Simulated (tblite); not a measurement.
**C$_{7}$H$_{16}$Si: geometry relaxation**

The run: geometry relaxation of C$_{7}$H$_{16}$Si. Method and program: GFN2-xTB geometry optimisation, gas phase (tblite 0.8.0).

It belongs to a series of runs on one base structure; here: constitutional isomer.

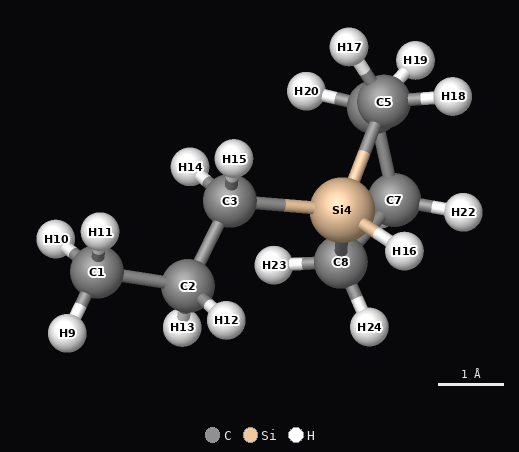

Fig. 1: The structure as given in the input (ball-and-stick view, seen at a tilt; atoms are numbered from 1 in the order of the input).

### Results in brief

| quantity | value |
| --- | --- |
| outcome | converged |
| total energy | −676.7229 eV |
| hardware | 1 CPU thread, shared host |
| peak memory | 0.18 GiB |

### Input file
```
{"job": {"kind": "relax", "xc": "GFN2-xTB", "basis": "xTB"}, "charge": 0, "multiplicity": 1}
C      3.643700    -0.175500     0.681300
C      2.392600    -0.373700    -0.188100
C      1.273700     0.561000     0.240500
Si    -0.314300     0.413500    -0.763800
C     -1.748900     1.448100    -0.002400
C     -2.633800     0.432600     0.740200
C     -2.663500    -0.863900    -0.080400
C     -1.206200    -1.255800    -0.409300
H      4.436600    -0.858200     0.370400
H      3.412000    -0.368300     1.741400
H      4.007300     0.849900     0.589900
H      2.659300    -0.215700    -1.228100
H      2.068700    -1.421500    -0.082100
H      1.029100     0.394200     1.291100
H      1.610000     1.610000     0.161000
H     -0.151200     0.673100    -2.194400
H     -1.376000     2.238400     0.657800
H     -2.310200     1.901700    -0.831200
H     -3.637200     0.836500     0.901500
H     -2.198000     0.231200     1.740400
H     -3.167700    -1.663400     0.479200
H     -3.233400    -0.698800    -1.000000
H     -0.734400    -1.739200     0.459100
H     -1.170100    -1.936400    -1.277800
```

The first line tells a small driver script what to run in tblite; the rest is the geometry in Å.

Launch command:
```bash
OMP_NUM_THREADS=1 python <driver script> task.json out
```

### Output
```
step      E/eV     max force
  0    -676.63554    0.928
  1    -676.67665    0.391
  2    -676.69450    0.207
  3    -676.70116    0.216
  4    -676.70551    0.150
  5    -676.70816    0.128
  6    -676.71083    0.107
  7    -676.71300    0.140
  8    -676.71430    0.096
  9    -676.71489    0.055
 10    -676.71525    0.058
 11    -676.71565    0.058
 12    -676.71609    0.064
 13    -676.71655    0.048
 14    -676.71703    0.054
 15    -676.71756    0.046
 16    -676.71811    0.052
 17    -676.71858    0.045
 18    -676.71894    0.035
 19    -676.71923    0.036
 20    -676.71953    0.044
 21    -676.71982    0.037
 22    -676.72005    0.032
 23    -676.72020    0.024
 24    -676.72032    0.024
 25    -676.72043    0.027
 26    -676.72056    0.034
 27    -676.72067    0.027
 28    -676.72076    0.021
 29    -676.72083    0.018
 30    -676.72090    0.023
 31    -676.72098    0.020
 32    -676.72104    0.014
 33    -676.72109    0.016
 34    -676.72114    0.014
 35    -676.72119    0.018
 36    -676.72125    0.016
 37    -676.72129    0.014
 38    -676.72133    0.013
 39    -676.72136    0.016
 40    -676.72140    0.015
 41    -676.72145    0.016
 42    -676.72150    0.017
 43    -676.72155    0.018
 44    -676.72161    0.019
 45    -676.72167    0.020
 46    -676.72173    0.020
 47    -676.72179    0.021
 48    -676.72186    0.021
 49    -676.72193    0.017
 50    -676.72202    0.022
 51    -676.72212    0.019
 52    -676.72222    0.022
 53    -676.72231    0.022
 54    -676.72240    0.019
 55    -676.72248    0.020
 56    -676.72256    0.016
 57    -676.72261    0.014
 58    -676.72264    0.013
 59    -676.72266    0.011
 60    -676.72269    0.011
 61    -676.72272    0.014
 62    -676.72275    0.012
 63    -676.72278    0.010
 64    -676.72281    0.011
 65    -676.72285    0.012
 66    -676.72288    0.014
 67    -676.72291    0.009
```

### Trajectory as extended XYZ (Å, eV, eV/Å), 4 of the 68 frames kept, from step=0 to step=67
```
24
Properties=species:S:1:pos:R:3:forces:R:3 step=0 energy=-676.63554
C     3.6437   -0.1755    0.6813   -0.1570  -0.0550   0.1420
C     2.3926   -0.3737   -0.1881    0.2900  -0.3480   0.5640
C     1.2737    0.5610    0.2405    0.1150   0.5720  -0.0670
Si   -0.3143    0.4135   -0.7638   -0.8300  -0.3670   0.1940
C    -1.7489    1.4481   -0.0024    0.2900  -0.1430  -0.2600
C    -2.6338    0.4326    0.7402    0.3460   0.0850   0.1540
C    -2.6635   -0.8639   -0.0804    0.2420  -0.0930   0.2760
C    -1.2062   -1.2558   -0.4093   -0.0720   0.1810  -0.3370
H     4.4366   -0.8582    0.3704   -0.0810   0.1000   0.0630
H     3.4120   -0.3683    1.7414    0.0930   0.0780  -0.4330
H     4.0073    0.8499    0.5899   -0.0250  -0.1400   0.0290
H     2.6593   -0.2157   -1.2281   -0.0620   0.0900  -0.1590
H     2.0687   -1.4215   -0.0821   -0.0110   0.2980  -0.0850
H     1.0291    0.3942    1.2911    0.1430  -0.0210   0.0340
H     1.6100    1.6100    0.1610    0.0820  -0.3810   0.1000
H    -0.1512    0.6731   -2.1944    0.0910   0.0350  -0.1180
H    -1.3760    2.2384    0.6578   -0.3450  -0.0960  -0.1480
H    -2.3102    1.9017   -0.8312    0.0630   0.0150   0.4150
H    -3.6372    0.8365    0.9015    0.0300  -0.0990  -0.0520
H    -2.1980    0.2312    1.7404   -0.1610   0.0270  -0.4960
H    -3.1677   -1.6634    0.4792    0.0840   0.1390  -0.0960
H    -3.2334   -0.6988   -1.0000    0.1760   0.0270   0.0560
H    -0.7344   -1.7392    0.4591   -0.2670  -0.0310  -0.3510
H    -1.1701   -1.9364   -1.2778   -0.0330   0.1260   0.5750
24
Properties=species:S:1:pos:R:3:forces:R:3 step=22 energy=-676.72005
C     3.6418   -0.1838    0.6711   -0.0010  -0.0030   0.0000
C     2.3863   -0.3624   -0.1747   -0.0040   0.0020   0.0060
C     1.2808    0.5933    0.2617    0.0030   0.0100  -0.0030
Si   -0.3282    0.3918   -0.7326    0.0240   0.0090   0.0070
C    -1.7512    1.4425   -0.0172    0.0280   0.0020  -0.0160
C    -2.6191    0.4295    0.7314    0.0100   0.0120   0.0030
C    -2.6573   -0.8602   -0.0823    0.0050   0.0020  -0.0100
C    -1.2179   -1.2653   -0.4062    0.0250   0.0150  -0.0100
H     4.4268   -0.8670    0.3549   -0.0010  -0.0040  -0.0090
H     3.4210   -0.3752    1.7194    0.0140  -0.0040   0.0000
H     4.0145    0.8347    0.5819    0.0130  -0.0050   0.0020
H     2.6246   -0.1831   -1.2246   -0.0010  -0.0040  -0.0010
H     2.0334   -1.3922   -0.0905    0.0050   0.0020   0.0030
H     1.0864    0.4403    1.3260   -0.0080   0.0070  -0.0160
H     1.6451    1.6169    0.1589   -0.0070  -0.0040   0.0100
H    -0.0937    0.6420   -2.1651   -0.0120  -0.0050   0.0140
H    -1.4334    2.2459    0.6446   -0.0120   0.0000   0.0030
H    -2.3274    1.9031   -0.8188   -0.0200  -0.0210   0.0070
H    -3.6258    0.8142    0.9060   -0.0120   0.0000  -0.0010
H    -2.1675    0.2197    1.7035   -0.0110  -0.0020   0.0140
H    -3.1848   -1.6487    0.4584   -0.0060  -0.0060  -0.0050
H    -3.1942   -0.6738   -1.0141   -0.0190   0.0060  -0.0140
H    -0.7809   -1.7835    0.4487   -0.0060   0.0010   0.0010
H    -1.1909   -1.9589   -1.2444   -0.0050  -0.0110   0.0160
24
Properties=species:S:1:pos:R:3:forces:R:3 step=45 energy=-676.72167
C     3.6560   -0.1929    0.6607    0.0010   0.0020   0.0000
C     2.3871   -0.3576   -0.1679   -0.0100  -0.0040  -0.0070
C     1.2867    0.6028    0.2720   -0.0040   0.0050   0.0030
Si   -0.3260    0.3981   -0.7167    0.0050   0.0020   0.0010
C    -1.7621    1.4424   -0.0174    0.0010  -0.0030   0.0010
C    -2.6301    0.4272    0.7279    0.0020  -0.0050  -0.0010
C    -2.6586   -0.8583   -0.0932    0.0000   0.0000   0.0030
C    -1.2130   -1.2610   -0.3933   -0.0040   0.0010   0.0010
H     4.4269   -0.8829    0.3254    0.0090  -0.0050  -0.0070
H     3.4555   -0.3894    1.7118   -0.0150  -0.0050   0.0070
H     4.0405    0.8208    0.5725    0.0010   0.0140  -0.0110
H     2.6159   -0.1827   -1.2205    0.0040   0.0030  -0.0110
H     2.0298   -1.3852   -0.0794   -0.0080  -0.0100   0.0050
H     1.0939    0.4530    1.3364    0.0020   0.0040   0.0030
H     1.6498    1.6260    0.1649    0.0070  -0.0010   0.0080
H    -0.1006    0.6445   -2.1509    0.0060  -0.0010   0.0020
H    -1.4623    2.2552    0.6411   -0.0010   0.0020  -0.0020
H    -2.3400    1.8855   -0.8277    0.0070   0.0060  -0.0010
H    -3.6397    0.8080    0.8985    0.0100  -0.0010  -0.0050
H    -2.1822    0.2157    1.7016   -0.0190  -0.0030   0.0040
H    -3.1959   -1.6496    0.4341    0.0030  -0.0010  -0.0070
H    -3.1810   -0.6651   -1.0327    0.0010  -0.0030   0.0070
H    -0.7900   -1.7721    0.4729    0.0020   0.0050   0.0020
H    -1.1722   -1.9625   -1.2241    0.0010  -0.0030   0.0030
24
Properties=species:S:1:pos:R:3:forces:R:3 step=67 energy=-676.72291
C     3.6648   -0.2032    0.6336    0.0030   0.0020   0.0010
C     2.3790   -0.3624   -0.1693    0.0050   0.0000   0.0010
C     1.2959    0.6091    0.2899   -0.0020  -0.0030  -0.0050
Si   -0.3218    0.4120   -0.6902   -0.0090   0.0030   0.0000
C    -1.7731    1.4464   -0.0069    0.0020   0.0030   0.0010
C    -2.6588    0.4261    0.7111    0.0010   0.0010  -0.0030
C    -2.6523   -0.8625   -0.1054    0.0000  -0.0030  -0.0050
C    -1.1962   -1.2527   -0.3645    0.0030   0.0010   0.0000
H     4.4267   -0.8967    0.2841   -0.0020   0.0000   0.0030
H     3.4814   -0.3972    1.6886    0.0030   0.0000  -0.0010
H     4.0510    0.8094    0.5351    0.0010   0.0000   0.0000
H     2.5893   -0.1937   -1.2271   -0.0050   0.0050   0.0000
H     2.0145   -1.3868   -0.0692    0.0000   0.0020   0.0010
H     1.1140    0.4562    1.3558    0.0030   0.0050  -0.0020
H     1.6686    1.6286    0.1825    0.0030  -0.0030   0.0040
H    -0.0887    0.6578   -2.1238   -0.0060  -0.0030   0.0050
H    -1.4889    2.2545    0.6641    0.0050  -0.0020   0.0030
H    -2.3331    1.8976   -0.8255    0.0070   0.0000  -0.0020
H    -3.6761    0.8009    0.8431    0.0000   0.0030   0.0010
H    -2.2474    0.2214    1.7020   -0.0010  -0.0050  -0.0020
H    -3.1972   -1.6572    0.4085    0.0000  -0.0030   0.0040
H    -3.1496   -0.6773   -1.0596   -0.0060   0.0000  -0.0060
H    -0.7872   -1.7424    0.5207   -0.0020  -0.0020   0.0000
H    -1.1265   -1.9680   -1.1816   -0.0020  -0.0010   0.0030
```

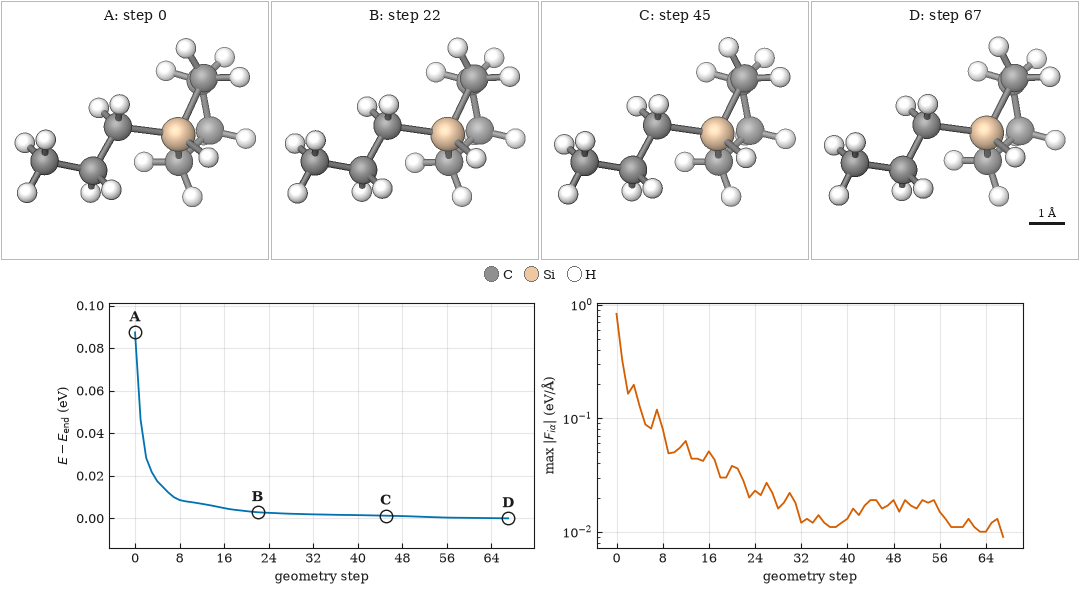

Fig. 2: Frames of the relaxation (ball-and-stick view, seen at a tilt) above the curves, on which the letters mark them (steps are counted from 0).

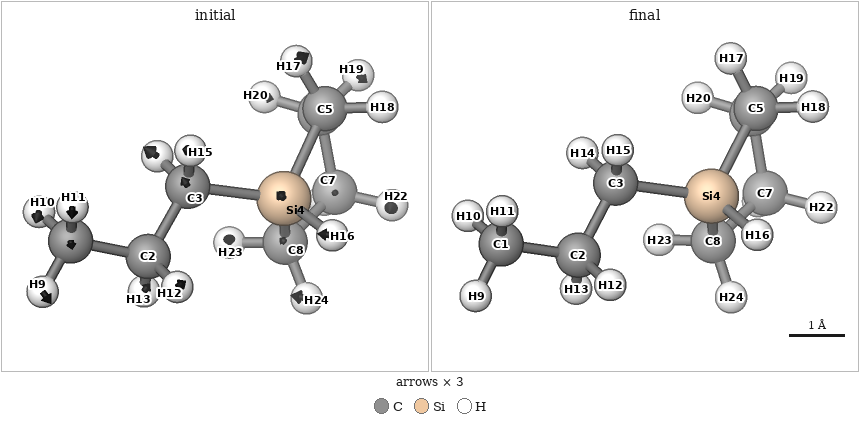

Fig. 3: Before (left) and after (right) the relaxation, at one scale (ball-and-stick view, seen at a tilt). The black arrows give the displacements, magnified 3 times. The atom that moves furthest after the best rigid fit is H14 (0.12 Å). Largest moves by element: H 0.12 Å, Si 0.07 Å, C 0.07 Å. Among the contacts that change: C6–H20 1.109 → 1.092 Å, C3–Si4 1.885 → 1.902 Å, Si4–C5 1.926 → 1.909 Å, C1–H10 1.102 → 1.088 Å. Among the angles that change: C3–Si4–H16 114.4° → 110.5°, Si4–C5–H17 111.9° → 115.1°, H23–C8–H24 109.6° → 106.9°. The energy falls by 0.087 eV in 67 geometry steps. Largest force component: 0.83 eV/Å at the start, 0.009 eV/Å at the end. (Atoms are counted from 1 in the order of the input.)
